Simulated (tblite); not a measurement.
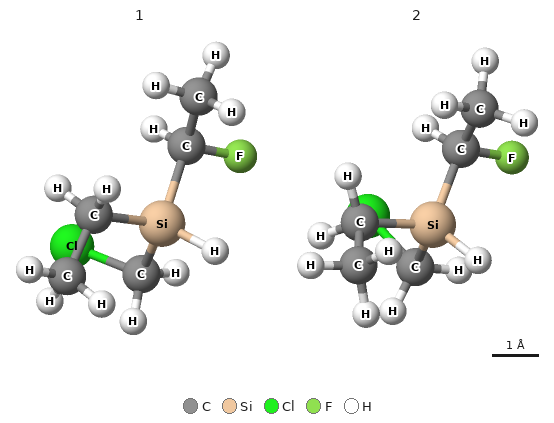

Two geometries of C$_{5}$H$_{12}$ClFSi, drawn at one scale. One is the start of a relaxation, the other its converged end. A ball-and-stick model, seen from a free direction.

Computed with tblite 0.8.0, GFN2-xTB geometry optimisation, gas phase. 

### Which of the two is the end point?

Structure 1 is the relaxed one. The largest move after the best rigid fit is that of an H atom, 1.37 Å. Largest moves by element: H 1.37 Å, Cl 0.91 Å, C 0.54 Å, Si 0.20 Å, F 0.12 Å. Some distances before and after: C–Si 1.842 → 1.925 Å, C–Si 1.856 → 1.902 Å, C–H 1.123 → 1.092 Å, C–C 1.501 → 1.527 Å. Bond angles that change, for instance: Si–C–H 105.9° → 112.6°, H–C–H 114.5° → 108.6°, Cl–C–H 112.4° → 106.7°. Groups turn about C–Si by about 55°. After 167 geometry steps the energy has fallen by 0.512 eV. The run took 1.5 s on 1 thread of Arm Neoverse V1, on a shared host.
